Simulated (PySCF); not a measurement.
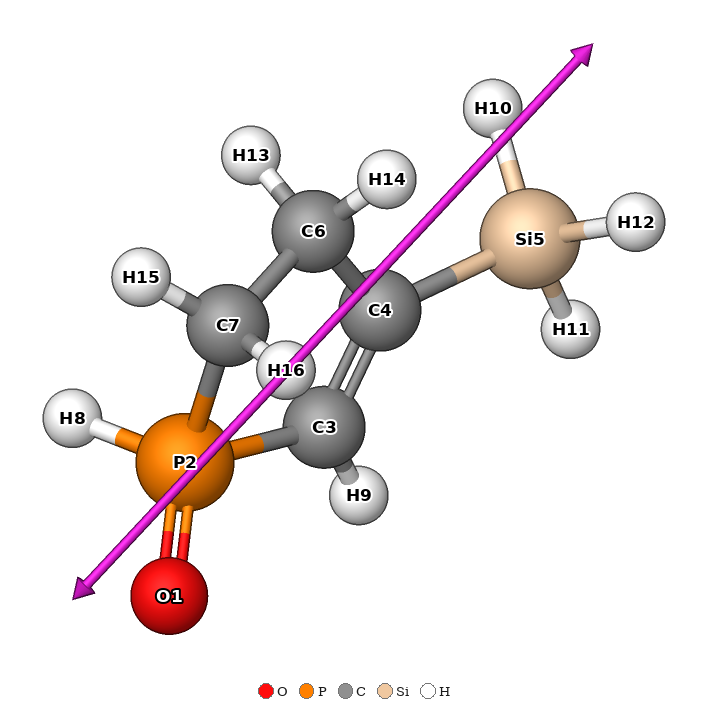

The double arrow shows the direction of the transition dipole to excited singlet state 6 (its length means nothing). Computed geometry: GFN2-xTB optimisation. No frequency run is at hand to confirm it as a minimum. Properties computed with TDDFT B3LYP/def2-SVPD, vertical, gas phase, core orbitals frozen in the response (PySCF 2.14.0).

### Where does the transition lie, and how strong is it?

6.75 eV (184 nm), oscillator strength 0.019, mainly HOMO−3 → LUMO (weight 0.91); transition dipole 0.86 D.

The geometry is semi-empirical. Around P, Si such bond lengths and angles can be off by a tenth of an ångström or more and by several degrees, and values that hang on the shape move with them.
